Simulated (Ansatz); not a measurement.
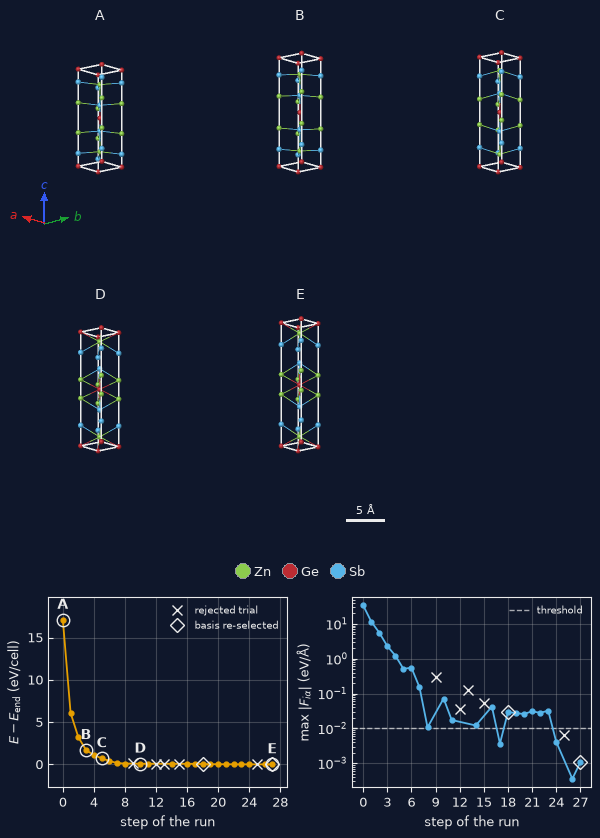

Frames of a relaxation of solid Zn₂GeSb₂ (built on the K2NiO2-139 type type), marked on the history of the run. The picture is a ball-and-stick view of the conventional cell (2 times the calculation's cell), seen from a free direction. Lengths and directions refer to the drawn axes.

Level of theory: DFT, PBEsol, plane waves, PAW (Ansatz).

The input:
```yaml
crystal:
  lattice:
    - [-2.04929264, 2.04929264, 6.6538296]
    - [2.04929264, -2.04929264, 6.6538296]
    - [2.04929264, 2.04929264, -6.6538296]
  atoms:
    - { symbol: Zn, position: [0.6544074, 0.6544074, 0.0] }
    - { symbol: Zn, position: [0.3455926, 0.3455926, 0.0] }
    - { symbol: Ge, position: [0.0, 0.0, 0.0] }
    - { symbol: Sb, position: [0.1327108, 0.1327108, 0.0] }
    - { symbol: Sb, position: [0.8672892, 0.8672892, 0.0] }
kpoints:
  mp_grid: { grid: [8, 8, 8] }
hamiltonian:
  xc: pbesol
scf:
  occupations: { method: fermi_dirac, width: 0.03 }
relax:
  f_tol: 0.01
  cell: {}
  max_steps: 120
```

Command:
```bash
ansatz run input.yaml --threads 2 --pin off --max-ram 2211MiB --backend cpu --events-out ev --progress --plain --runs-dir out
```

Describe the path.

Over 20 accepted moves (27 points after the start) the energy falls by 17.087 eV per cell of the calculation. The largest force component goes from 34 to 0.0011 eV/Å. The pressure goes from 58.92 to 0.00 GPa. The line search rejected the trial steps at points 9, 12, 13, 15, 25 of the run. The SCF was repeated twice at an unchanged geometry on a basis and grid sized afresh for the cell, which shifted the energy by 36.3 meV per cell of the calculation at most. The largest moves relative to the cell, 1.25 Å, are those of Zn1 and Zn2. Zn2 goes along +c. By element the largest moves are Zn 1.25 Å, Sb 0.75 Å. Ge stays in place. The drawn cell changes as follows: a = b 4.099 → 3.470 Å (−15.3 %), c 13.308 → 16.901 Å (+27.0 %); the volume changes by −9.0 %. Near-neighbour distances that change, for instance: Zn1–Zn2 4.110 → 2.726 Å, Zn1–Sb5 2.833 → 4.096 Å, Ge3–Sb4 1.766 → 2.992 Å, Zn1–Ge3 3.553 → 2.807 Å. New bonds form, among them: Zn1–Zn2 (4.11 → 2.73 Å). Bonds break, among them: Zn1–Sb5 (2.83 → 4.10 Å), Zn2–Sb4 (2.83 → 4.10 Å). Among the angles between lasting bonds that change: Sb4–Zn1–Sb4 168.6° → 112.8°, Zn1–Sb4–Zn1 168.6° → 112.8°, Zn1–Sb4–Ge3 95.7° → 56.4°. The space group stays I4/mmm (No. 139). Cost: 77 s on 2 threads of AMD EPYC 9R45 96-Core Processor (Zen 5) (shared host), peak memory 0.62 GiB. From step 0 to 3: Sb atoms move most (0.38 Å), volume +3.0 %, energy −15.409 eV per cell of the calculation. From step 3 to 5: Zn atoms move most (0.44 Å), volume −4.5 %, energy −0.967 eV per cell of the calculation. From step 5 to 10: Zn atoms move most (0.55 Å), volume −8.1 %, energy −0.633 eV per cell of the calculation. From step 10 to 27: Sb atoms move most (0.06 Å), volume +0.6 %, energy −78.2 meV per cell of the calculation.

```json
{"step": "0", "E − E(0), meV/atom": "0.00", "largest force component, eV/Å": "34.0814", "pressure, GPa": "58.92", "volume, Å³/atom": "22.355", "note": ""}
{"step": "1", "E − E(0), meV/atom": "-2202.45", "largest force component, eV/Å": "11.7311", "pressure, GPa": "23.32", "volume, Å³/atom": "23.061", "note": ""}
{"step": "2", "E − E(0), meV/atom": "-2777.38", "largest force component, eV/Å": "5.6156", "pressure, GPa": "11.24", "volume, Å³/atom": "23.719", "note": ""}
{"step": "3", "E − E(0), meV/atom": "-3081.73", "largest force component, eV/Å": "2.3127", "pressure, GPa": "5.74", "volume, Å³/atom": "23.028", "note": ""}
{"step": "4", "E − E(0), meV/atom": "-3198.26", "largest force component, eV/Å": "1.2306", "pressure, GPa": "2.33", "volume, Å³/atom": "22.640", "note": ""}
{"step": "5", "E − E(0), meV/atom": "-3275.06", "largest force component, eV/Å": "0.5144", "pressure, GPa": "0.25", "volume, Å³/atom": "22.002", "note": ""}
{"step": "6", "E − E(0), meV/atom": "-3336.70", "largest force component, eV/Å": "0.5514", "pressure, GPa": "-0.79", "volume, Å³/atom": "21.289", "note": ""}
{"step": "7", "E − E(0), meV/atom": "-3386.93", "largest force component, eV/Å": "0.1519", "pressure, GPa": "0.13", "volume, Å³/atom": "20.472", "note": ""}
{"step": "8", "E − E(0), meV/atom": "-3397.61", "largest force component, eV/Å": "0.0107", "pressure, GPa": "-0.81", "volume, Å³/atom": "20.598", "note": ""}
{"step": "9", "E − E(0), meV/atom": "-3392.78", "largest force component, eV/Å": "0.3023", "pressure, GPa": "3.37", "volume, Å³/atom": "19.354", "note": "rejected"}
{"step": "10", "E − E(0), meV/atom": "-3401.74", "largest force component, eV/Å": "0.0720", "pressure, GPa": "0.08", "volume, Å³/atom": "20.223", "note": ""}
{"step": "11", "E − E(0), meV/atom": "-3402.86", "largest force component, eV/Å": "0.0174", "pressure, GPa": "-0.35", "volume, Å³/atom": "20.265", "note": ""}
{"step": "12", "E − E(0), meV/atom": "-3400.20", "largest force component, eV/Å": "0.0360", "pressure, GPa": "-0.40", "volume, Å³/atom": "20.073", "note": "rejected"}
{"step": "13", "E − E(0), meV/atom": "-3402.93", "largest force component, eV/Å": "0.1243", "pressure, GPa": "1.06", "volume, Å³/atom": "19.869", "note": "rejected"}
{"step": "14", "E − E(0), meV/atom": "-3403.86", "largest force component, eV/Å": "0.0121", "pressure, GPa": "-0.01", "volume, Å³/atom": "20.131", "note": ""}
{"step": "15", "E − E(0), meV/atom": "-3403.28", "largest force component, eV/Å": "0.0540", "pressure, GPa": "-0.02", "volume, Å³/atom": "20.072", "note": "rejected"}
{"step": "16", "E − E(0), meV/atom": "-3404.12", "largest force component, eV/Å": "0.0422", "pressure, GPa": "-0.15", "volume, Å³/atom": "20.147", "note": ""}
{"step": "17", "E − E(0), meV/atom": "-3404.30", "largest force component, eV/Å": "0.0036", "pressure, GPa": "0.01", "volume, Å³/atom": "20.086", "note": ""}
{"step": "18", "E − E(0), meV/atom": "-3411.55", "largest force component, eV/Å": "0.0296", "pressure, GPa": "0.62", "volume, Å³/atom": "20.086", "note": "same geometry, new basis"}
{"step": "19", "E − E(0), meV/atom": "-3413.50", "largest force component, eV/Å": "0.0272", "pressure, GPa": "0.22", "volume, Å³/atom": "20.191", "note": ""}
{"step": "20", "E − E(0), meV/atom": "-3414.15", "largest force component, eV/Å": "0.0259", "pressure, GPa": "0.13", "volume, Å³/atom": "20.255", "note": ""}
{"step": "21", "E − E(0), meV/atom": "-3414.86", "largest force component, eV/Å": "0.0309", "pressure, GPa": "0.05", "volume, Å³/atom": "20.304", "note": ""}
{"step": "22", "E − E(0), meV/atom": "-3416.95", "largest force component, eV/Å": "0.0279", "pressure, GPa": "0.05", "volume, Å³/atom": "20.354", "note": ""}
{"step": "23", "E − E(0), meV/atom": "-3416.98", "largest force component, eV/Å": "0.0323", "pressure, GPa": "-0.05", "volume, Å³/atom": "20.392", "note": ""}
{"step": "24", "E − E(0), meV/atom": "-3417.24", "largest force component, eV/Å": "0.0041", "pressure, GPa": "-0.09", "volume, Å³/atom": "20.371", "note": ""}
{"step": "25", "E − E(0), meV/atom": "-3417.26", "largest force component, eV/Å": "0.0065", "pressure, GPa": "0.14", "volume, Å³/atom": "20.299", "note": "rejected"}
{"step": "26", "E − E(0), meV/atom": "-3417.26", "largest force component, eV/Å": "0.0004", "pressure, GPa": "-0.01", "volume, Å³/atom": "20.348", "note": ""}
{"step": "27", "E − E(0), meV/atom": "-3417.37", "largest force component, eV/Å": "0.0011", "pressure, GPa": "0.00", "volume, Å³/atom": "20.348", "note": "same geometry, new basis"}
```
